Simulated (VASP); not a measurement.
Band structure of Be (space group P6_3/mmc). Method: PBE GGA, VASP's PBE PAW potentials (set 64) (plane waves; VASP).

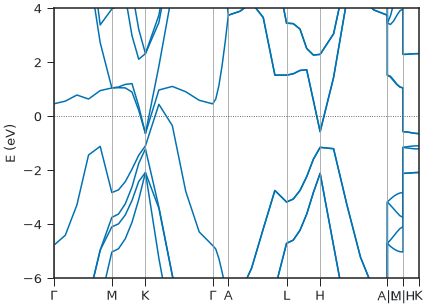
Figure. Bands along high-symmetry lines, zero at the valence-band maximum or, without a gap, the Fermi level

Question: Read the plot: is there a gap, and where are the band edges?

Answer: It has no gap at this level: it comes out as a metal or semimetal.

The structure was generated: Be was put into an ordered model structure, which need not be its known phase. The cell was not relaxed at this level.
